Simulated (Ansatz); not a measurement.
# How BiAs (hypothetical, Fm-3m) expands on warming, part 2 of 3

Wanted: α(T), C_P(T) and B(T) of BiAs (hypothetical) in the quasi-harmonic approximation. The compound is hypothetical: it was made by swapping elements on a known structure type.

Ansatz 0.2.0; DFT PBEsol, scalar-relativistic, plane waves, PAW.

So far. Step 2 (A first coarse run): The start is under 110 GPa at this level and looks like a metal on this mesh.

**4. Relaxation**

The vibrations must be taken about the equilibrium of this functional, not about the starting cell, so the structure is relaxed.

Input file input.yaml:

```yaml
crystal:
  lattice:
    - [0.0, 2.9691730672, 2.9691730672]
    - [2.9691730672, 0.0, 2.9691730672]
    - [2.9691730672, 2.9691730672, 0.0]
  atoms:
    - { symbol: Bi, position: [0.5, 0.5, 0.5] }
    - { symbol: As, position: [0.0, 0.0, 0.0] }
kpoints:
  mp_grid: { grid: [12, 12, 12] }
hamiltonian:
  xc: pbesol
scf:
  occupations: { method: gaussian, width: 0.1 }
output:
  forces: true
  stress: true
  eigenvalues: true
  write_density: true
  write_potential: true
  elf: true
  volumetric_format: npy
relax:
  adjacent_minimum: "off"
  f_tol: 0.005
  max_steps: 80
  cell: { stress_tol: 0.05 }
```

The run is started by

```
ansatz run input.yaml --threads 4 --pin off --max-ram 8192MiB --backend cpu --events-out ev --progress --plain --runs-dir out
```

Numbers of over 12 decimals in the logs are rounded to 6 here.

The log of the run:

```text
[...]
Crystal: 2 atoms, lattice volume = 52.352 Å³
Basis set: ecut = 420 eV, 965 PW (Γ), exchange–correlation on 60×60×60 points (8 copies of the dense FFT grid, shifted against one another)
Bands: 19, of which v1, the nominal top of the filled ones, is band 15 counted from 1 (14 counted from 0)
Symmetry: 48 space group operations
[...]
k-points: 72 of 1728
[...]
SCF iter   1: F=—  HF=-17055.014681 eV  |F-HF|=—  |Δ(HF+E_count)|=         —  Δρ=1.12e-3  dr2=5.56e-4  ethr=1.77e-3  ⟨swp⟩=5.7  Hψ=6318  notcnv=0
[...]
SCF iter   6: F=-17055.013373 eV  HF=-17055.013373 eV  |F-HF|=6.42e-9  |Δ(HF+E_count)|=   2.33e-7  Δρ=5.56e-6  dr2=1.42e-8  ethr=3.33e-10  ⟨swp⟩=10.4  Hψ=10357  notcnv=0
SCF 1 converged in 6 iterations: F = -17055.013373 eV  dr2 = 1.42e-8
[...]
relax step   1: F+E_penalty+E_count = -17055.01337336 eV  Δ(F+E_penalty+E_count) = +0.000e0 eV  max|allowed force component| = 5.962e-29 eV/Å  Δτ_max = 0.0000 Å  P = +0.146 GPa  Ω = 52.352 Å³  (6 SCF iters, dr2 threshold 1.00e-7 eV, accepted)
Crystal: 2 atoms, lattice volume = 52.562 Å³
[...]
SCF iter   5: F=-17055.013341 eV  HF=-17055.013341 eV  |F-HF|=7.57e-10  |Δ(HF+E_count)|=   1.94e-8  Δρ=1.86e-6  dr2=1.30e-9  ethr=1.77e-10  ⟨swp⟩=8.3  Hψ=8154  notcnv=0
SCF 2 converged in 5 iterations: F = -17055.013341 eV  dr2 = 1.30e-9
relax step   2: F+E_penalty+E_count = -17055.01334090 eV  Δ(F+E_penalty+E_count) = +3.246e-5 eV  max|allowed force component| = 4.214e-29 eV/Å  Δτ_max = 0.0000 Å  P = -0.136 GPa  Ω = 52.562 Å³  energy of the carried Pulay correction = -3.794e-5 eV  (5 SCF iters, dr2 threshold 5.31e-8 eV, accepted)
Crystal: 2 atoms, lattice volume = 52.461 Å³
[...]
SCF iter   4: F=-17055.013403 eV  HF=-17055.013403 eV  |F-HF|=8.44e-10  |Δ(HF+E_count)|=   3.05e-8  Δρ=4.82e-6  dr2=1.83e-8  ethr=1.55e-10  ⟨swp⟩=8.9  Hψ=9356  notcnv=0
SCF 3 converged in 4 iterations: F = -17055.013403 eV  dr2 = 1.83e-8
relax step   3: F+E_penalty+E_count = -17055.01340273 eV  Δ(F+E_penalty+E_count) = -6.183e-5 eV  max|allowed force component| = 2.514e-29 eV/Å  Δτ_max = 0.0000 Å  P = -0.001 GPa  Ω = 52.461 Å³  energy of the carried Pulay correction = -1.958e-5 eV  (4 SCF iters, dr2 threshold 4.65e-8 eV, accepted)
[...]
SCF iter   6: F=-17055.013426 eV  HF=-17055.013426 eV  |F-HF|=7.28e-12  |Δ(HF+E_count)|=  1.82e-11  Δρ=3.15e-8  dr2=6.64e-13  ethr=1.00e-12  ⟨swp⟩=6.0  Hψ=6156  notcnv=0
SCF 4 converged in 6 iterations: F = -17055.013426 eV  dr2 = 6.64e-13
relax step   4: F+E_penalty+E_count = -17055.01342607 eV  Δ(F+E_penalty+E_count) = -2.334e-5 eV  max|allowed force component| = 4.418e-29 eV/Å  Δτ_max = 0.0000 Å  P = -0.001 GPa  Ω = 52.461 Å³  stress off target by 5.86e-4 GPa  SCF on the basis re-selected at this cell (its energy is not comparable with the rows above)  (6 SCF iters)
[...]
SCF converged after 6 iterations
Free energy (F): -17055.013426 eV
[...]
Internal energy: -17055.011640 eV  (E = F + TS)
E sigma→0 (E₀):  -17055.012533 eV
Entropy (-TS):   -0.001786 eV (-0.893 meV/atom)
Fermi energy:    10.974605 eV
[...]
--- Stress (GPa, compression-positive) ---
       -0.000586      -0.000000      -0.000000
       -0.000000      -0.000586      -0.000000
       -0.000000      -0.000000      -0.000586
  P = ⅓ Tr σ = -0.0006 GPa (-0.006 kbar)
--- Band table (eV; the first three rows and the last of 72) ---
  k-point 0: bands = [... 11 lower, 4.6731, 9.3526, 9.3526, 9.3526, 14.7813, 14.7813, 14.7813, 16.7190]
  k-point 1: bands = [... 11 lower, 4.3970, 9.3735, 9.3735, 9.4848, 14.3488, 14.4243, 14.4243, 16.5274]
  k-point 2: bands = [... 11 lower, 3.6895, 9.4426, 9.4426, 9.7702, 13.4995, 13.6479, 13.6479, 16.4684]
  k-point 71: bands = [... 11 lower, 0.6967, 5.9930, 5.9930, 10.8719, 11.6275, 16.3659, 16.3659, 18.0500]
--- Relaxed structure (3 steps of the walk, 3 accepted, 1 SCFs on fresh bases) ---
[...]
cell:  # Å, volume = 52.4606 Å³
    - [0, 2.971217, 2.971217]
    - [2.971217, 0, 2.971217]
    - [2.971217, 2.971217, 0]
  atoms:
    - { symbol: Bi, position: [0.5, 0.5, 0.5] }
    - { symbol: As, position: [0, 0, 0] }
```

Wall time 5.7 s (4 threads of Arm Neoverse V1, shared host); peak memory 0.42 GiB; 19 s of CPU time.

Little changed from the start: no atom moved by 0.005 Å and no cell edge by 0.1 %.

Numbers from this step:

```
pressure          : -5.86e-4 GPa
volume per atom   : 26.23 Å³
gap on the k-mesh : 0.08947 eV
```

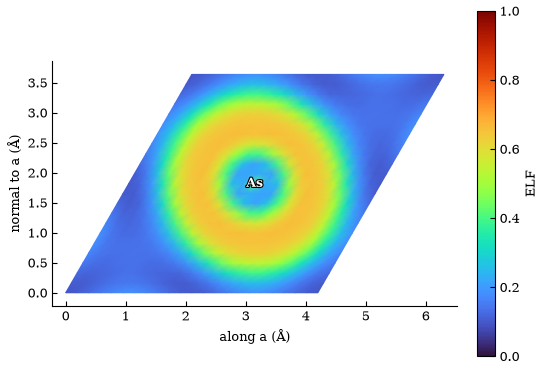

ELF in the ac plane of the cell as run, not the conventional one, at fractional y = 0.000, with atoms of As within 0.2 Å of it. It is the smooth field of the valence electrons, not physical close to the nuclei. The map starts off the cell's origin, so that atoms lie inside it.

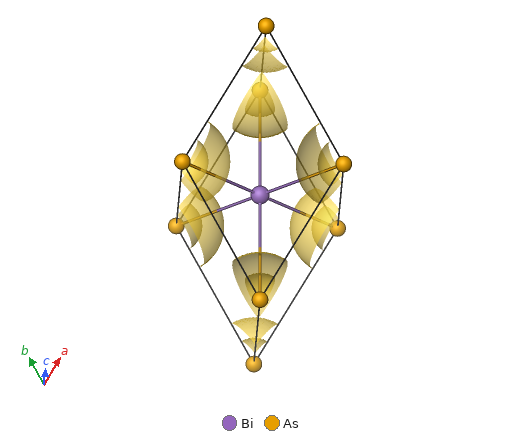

Surface of ELF = 0.59. Drawn on the cell as run, not the conventional one. Bonds to atoms that aren't drawn are left out.

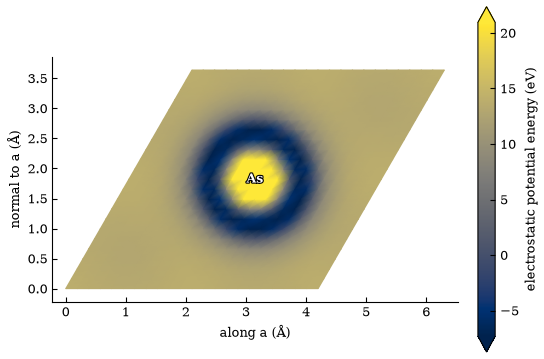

Electrostatic potential energy in the ac plane of the cell as run, not the conventional one, at fractional y = 0.000, with atoms of As within 0.2 Å of it. With pseudopotentials it is smooth inside the atoms' cores, unlike the true potential. The map starts off the cell's origin, so that atoms lie inside it.

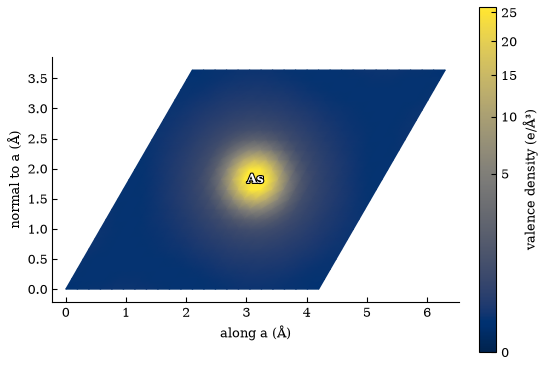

Valence density in the ac plane of the cell as run, not the conventional one, at fractional y = 0.000, with atoms of As within 0.2 Å of it. It is the smooth field of the valence electrons, not physical close to the nuclei. The map starts off the cell's origin, so that atoms lie inside it. The colour scale is stretched toward low values.

**5. A second relaxation**

The relaxation is run once more from where the first one ended, as the script does after a large change of volume or of the gap, with mesh and occupations reviewed.

input.yaml, the sections that differ from step 4:

```yaml
crystal:
  lattice:
    - [0.0, 2.9712171232, 2.9712171232]
    - [2.9712171232, 0.0, 2.9712171232]
    - [2.9712171232, 2.9712171232, 0.0]
  atoms:
    - { symbol: Bi, position: [0.5, 0.5, 0.5] }
    - { symbol: As, position: [0.0, 0.0, 0.0] }
kpoints:
  mp_grid: { grid: [10, 10, 10] }
scf:
  occupations: { method: gaussian, width: 0.01 }
output:
  forces: true
  stress: true
  eigenvalues: true
# hamiltonian, relax: as in step 4
```

The log of the run:

```text
[...]
Crystal: 2 atoms, lattice volume = 52.461 Å³
Basis set: ecut = 420 eV, 965 PW (Γ), exchange–correlation on 60×60×60 points (8 copies of the dense FFT grid, shifted against one another)
Bands: 19, of which v1, the nominal top of the filled ones, is band 15 counted from 1 (14 counted from 0)
Symmetry: 48 space group operations
[...]
k-points: 47 of 1000
[...]
k-point 46: bands = [... 11 lower, 0.9100, 5.6843, 6.3379, 10.0054, 12.5862, 15.5892, 17.0519, 17.5149]
--- Relaxed structure (1 steps of the walk, 1 accepted, 1 SCFs on fresh bases) ---
[...]
cell:  # Å, volume = 52.4606 Å³
    - [0.0, 2.9712171232, 2.9712171232]
    - [2.9712171232, 0.0, 2.9712171232]
    - [2.9712171232, 2.9712171232, 0.0]
  atoms:
    - { symbol: Bi, position: [0.5, 0.5, 0.5] }
    - { symbol: As, position: [0.0, 0.0, 0.0] }
[key lines of the parts left out:]
SCF converged after 8 iterations
Free energy (F): -17055.013242 eV
Fermi energy:    10.961572 eV
P = ⅓ Tr σ = -0.0060 GPa (-0.060 kbar)
```

It took 2.5 s on 4 threads; peak memory 0.39 GiB.

Little changed from the start: no atom moved by 0.005 Å and no cell edge by 0.1 %.

This step gave:

```yaml
pressure: -0.006039 GPa
gap_on_the_k_mesh: 0.09526 eV
```

**6. Tight relaxation**

The thresholds are tightened for a last relaxation ahead of the phonons, and where mesh or smearing change with them the cell follows.

input.yaml, the sections that differ from step 5:

```yaml
kpoints:
  mp_grid: { grid: [12, 12, 12] }
relax:
  adjacent_minimum: "off"
  f_tol: 0.001
  max_steps: 60
  cell: { stress_tol: 0.01 }
# crystal, hamiltonian, scf, output: as in step 5
```

The log of the run:

```text
[...]
Crystal: 2 atoms, lattice volume = 52.461 Å³
Basis set: ecut = 420 eV, 965 PW (Γ), exchange–correlation on 60×60×60 points (8 copies of the dense FFT grid, shifted against one another)
Bands: 19, of which v1, the nominal top of the filled ones, is band 15 counted from 1 (14 counted from 0)
Symmetry: 48 space group operations
[...]
k-points: 72 of 1728
[...]
k-point 71: bands = [... 11 lower, 0.6978, 5.9919, 5.9919, 10.8714, 11.6239, 16.3643, 16.3643, 18.0463]
--- Relaxed structure (3 steps of the walk, 3 accepted, 1 SCFs on fresh bases) ---
[...]
cell:  # Å, volume = 52.4690 Å³
    - [0, 2.971376, 2.971376]
    - [2.971376, 0, 2.971376]
    - [2.971376, 2.971376, 0]
  atoms:
    - { symbol: Bi, position: [0.5, 0.5, 0.5] }
    - { symbol: As, position: [0, 0, 0] }
[key lines of the parts left out:]
SCF converged after 12 iterations
Free energy (F): -17055.012868 eV
Fermi energy:    10.962349 eV
P = ⅓ Tr σ = -0.0000 GPa (-0.000 kbar)
```

The job ended after 6 s (4 threads; peak memory 0.41 GiB).

Little changed from the start: no atom moved by 0.005 Å and no cell edge by 0.1 %.

This step gave:

* pressure: -2.17e-5 GPa
* gap on the k-mesh: 0.08895 eV

The residual pressure is -2.2e-5 GPa, small enough for phonons.

**7. Phonons on strained cells, q-mesh 2×2×2**

The study relaxes the crystal at several strains, solves the phonons on some of them and minimises the free energy at each temperature (static energy, vibrations, the electrons in a metal, and PV under a set pressure); the q-mesh sets how far the force constants reach.

input.yaml, the sections that differ from step 6:

```yaml
crystal:
  lattice:
    - [0.0, 2.9713758404, 2.9713758404]
    - [2.9713758404, 0.0, 2.9713758404]
    - [2.9713758404, 2.9713758404, 0.0]
  atoms:
    - { symbol: Bi, position: [0.5, 0.5, 0.5] }
    - { symbol: As, position: [0.0, 0.0, 0.0] }
output:
  eigenvalues: true
phonons:
  method: dfpt
  qmesh: [2, 2, 2]
  temperatures: { t_max: 800.0, t_step: 50 }
  thermal_expansion: {}
# kpoints, hamiltonian, scf: as in step 6
# relax: removed
```

The log of the run:

```text
The last accepted step is kept in <dir> (removed where the run ends without a failure and the disk answers)
Engine: ansatz 0.2.0, aarch64-unknown-linux-gnu
Pseudopotentials: kind: paw
Pseudopotential: Bi, paw, valence charge 15, recommended cutoff 420 eV (normal), Bi.paw.azcp
Pseudopotential: As, paw, valence charge 15, recommended cutoff 420 eV (normal), As.paw.azcp
Functional definition: PBEsol
  exchange = pbesol_x
  correlation = pbesol_c
Crystal: 2 atoms, lattice volume = 52.469 Å³
Basis set: ecut = 487.2 eV, 1243 PW (Γ), exchange–correlation on 64×64×64 points (8 copies of the dense FFT grid, shifted against one another)
Bands: 19, of which v1, the nominal top of the filled ones, is band 15 counted from 1 (14 counted from 0)
Symmetry: 48 space group operations
Space group: Fm-3m (ITA 225), of the structure as read, at distance tolerance 3.7e-5 Å
k-points: 72 of 1728
Non-local potential: Bi, projectors of the file, l = 0: 2, l = 1: 2, l = 2: 2, l = 3: 2
Non-local potential: As, projectors of the file, l = 0: 2, l = 1: 2, l = 2: 3, l = 3: 1
PAW form: soft (Blöchl's): semilocal exchange-correlation on the pseudo side does not see the compensation charge
PAW frozen core: Bi, regenerated for the run's functional, and the local potential with it (the file was generated under x = pbe(κ = 0.804, μ = 0.219515), c = pbe(β = 0.066725))
PAW frozen core: As, regenerated for the run's functional, and the local potential with it (the file was generated under x = pbe(κ = 0.804, μ = 0.219515), c = pbe(β = 0.066725))
PAW one-centre angular grid: Bi, 590 points (default); XC on 64 Gauss nodes
PAW one-centre angular grid: As, 590 points (default); XC on 64 Gauss nodes
Initial density: superposition of atomic densities (neutral atoms: chi_scale 0, normalization atom), corrected by the library's trained network
Initial wavefunctions: pseudopotential atomic-orbital guess
Functional: x = pbesol(κ = 0.804, μ = 0.123457), c = pbesol(β = 0.046)
SCF iter   1: F=—  HF=-17055.015570 eV  |F-HF|=—  |Δ(HF+E_count)|=         —  Δρ=1.15e-3  dr2=5.26e-4  ethr=1.77e-3  ⟨swp⟩=6.5  Hψ=6395  notcnv=0
preconditioner: auto → none  [insulator: Δε(μ)=0.089 eV  Ē_g=9.565 eV  σ=0.010 eV  W_gap=1.00  n_scr=14 (ndim 8)  ℏωp=16.2 eV  f_vac=0.001  D(μ)=0.00/eV (n_scr^D=0)  ε∞_Penn≈3.9]
SCF iter   2: F=—  HF=-17055.014488 eV  |F-HF|=—  |Δ(HF+E_count)|=   1.08e-3  Δρ=6.11e-4  dr2=1.18e-4  ethr=1.75e-6  ⟨swp⟩=3.0  Hψ=3588  notcnv=0
SCF iter   3: F=—  HF=-17055.014520 eV  |F-HF|=—  |Δ(HF+E_count)|=   3.16e-5  Δρ=1.69e-4  dr2=1.10e-5  ethr=3.92e-7  ⟨swp⟩=2.0  Hψ=2085  notcnv=0
SCF iter   4: F=—  HF=-17055.014501 eV  |F-HF|=—  |Δ(HF+E_count)|=   1.87e-5  Δρ=5.26e-5  dr2=9.28e-7  ethr=3.68e-8  ⟨swp⟩=2.0  Hψ=1758  notcnv=0
[...]
E_hartree    = 1397.510164
  E_xc         = -229.484925
  E_vxc        = -223.988720  (∫ρ·V_xc dr)
  E_paw        = -12302.056841  (= ΣΔE_a)
  E_vpaw       = -55.621683  (= ΣTr[D̂ρ^β])
  E_aug_tail   = -0.000382  (compensation charges beyond the density's cutoff)
  E_ewald      = -3093.724256
  E_core_change = 1.056181  (= ΣΔE_core)
  E_smearing   = -0.000000  (= −TS)
  E_closure    = 0.000000  (closes the sum)
  Σ components = -17055.014505   (vs F -17055.014505, Δ=0.00e0)
--- Forces (eV/Å), atoms counted from 1 ---
  atom   1  Bi     0.00000000     0.00000000     0.00000000
  atom   2  As    -0.00000000    -0.00000000    -0.00000000
  max |Σ_I F_I| component: 1.09e-28 eV/Å
--- Stress (GPa, compression-positive) ---
       -0.002600      -0.000000      -0.000000
        0.000000      -0.002600      -0.000000
        0.000000       0.000000      -0.002600
  P = ⅓ Tr σ = -0.0026 GPa (-0.026 kbar)
--- Band table (eV; the first three rows and the last of 72) ---
  k-point 0: bands = [... 11 lower, 4.6709, 9.3514, 9.3514, 9.3514, 14.7778, 14.7778, 14.7778, 16.7164]
  k-point 1: bands = [... 11 lower, 4.3949, 9.3723, 9.3723, 9.4835, 14.3455, 14.4210, 14.4210, 16.5246]
  k-point 2: bands = [... 11 lower, 3.6877, 9.4414, 9.4414, 9.7686, 13.4966, 13.6448, 13.6448, 16.4655]
  k-point 71: bands = [... 11 lower, 0.6977, 5.9918, 5.9918, 10.8712, 11.6238, 16.3639, 16.3639, 18.0462]
── thermal expansion: 3 new cells, 3 in all ──
thermal expansion: relaxation of cell 2
thermal expansion: relaxation of cell 3
── thermal expansion: 2 new cells, 5 in all ──
thermal expansion: relaxation of cell 4
thermal expansion: lower-state search of cell 4
thermal expansion: electrons of cell 4
thermal expansion: phonons of cell 4
WARN: thermal expansion, phonons of cell 4: eigensolver did not converge (k=6): 1 band(s) unlocked after 20 sweeps at ethr=1.00e-12 eV (lowest unlocked band 18, counted from 0; max residual 2.62e-5 eV among the unlocked bands, 2.62e-5 eV over every band)
WARN: thermal expansion: eigensolver_not_converged in the phonons of 1 cell: 4
WARN: thermal expansion: phonon_interpolation_lacks_dipole_term in the phonons of 1 cell: 4
WARN: thermal expansion: vibrations_at_or_below_zero in the phonons of 1 cell: 4
this run last wrote the structure of step 1 to <dir>
--- Relaxed structure (1 steps of the walk, 1 accepted, 0 SCFs on fresh bases) ---
  F+E_penalty+E_count = -17055.01450525 eV   max|allowed force component| = 5.509e-29 eV/Å
  atoms:
    - { symbol: Bi, position: [0.5, 0.5, 0.5] }
    - { symbol: As, position: [0.0, 0.0, 0.0] }
--- Thermal expansion: 5 cells in 2 rounds, 0 GPa ---
  no lower state was reached at cell 4
  not told: vibrations stand at or below zero in cell 4 (0.375 modes a cell, the lowest at -128.5 cm⁻¹): the crystal is at no minimum there, or its k-points are too few: type the crystal that it becomes, another pressure, or a denser kpoints.mp_grid, in a new run
  eigensolver_not_converged in the phonons of 1 cell: 4
  phonon_interpolation_lacks_dipole_term in the phonons of 1 cell: 4
  vibrations_at_or_below_zero in the phonons of 1 cell: 4
Error: vibrations stand at or below zero in cell 4 (0.375 modes a cell, the lowest at -128.5 cm⁻¹): the crystal is at no minimum there, or its k-points are too few: type the crystal that it becomes, another pressure, or a denser kpoints.mp_grid, in a new run
[key lines of the parts left out:]
SCF converged after 7 iterations
Free energy (F): -17055.014505 eV
Fermi energy:    10.962251 eV
```

It took 2.4 min on 4 threads; peak memory 1.7 GiB; 8.9 min of CPU time.

The run ended with an error.

The program's message: “vibrations stand at or below zero in cell 4 (0.375 modes a cell, the lowest at -128.5 cm⁻¹): the crystal is at no minimum there, or its k-points are too few: type the crystal that it becomes, another …”

(Continued in part 3 of 3.)

[Logs are printed without paths, hosts, clocks, repeated set-up lines and the standing remarks that a program may print on its own settings, such as how far it seeks lower states.]

[Hosts, paths, dates, database ids (printed as entryN), source tags and the programs' standing remarks are cut or masked in the printed files.]

[A step with changed settings may run another functional than the one named; its input shows which.]

[Pressures of single members of a volume series are the stress at the run's cutoff; with an incomplete basis they can lie off −dE/dV of the same runs, and they are not shown converged.]
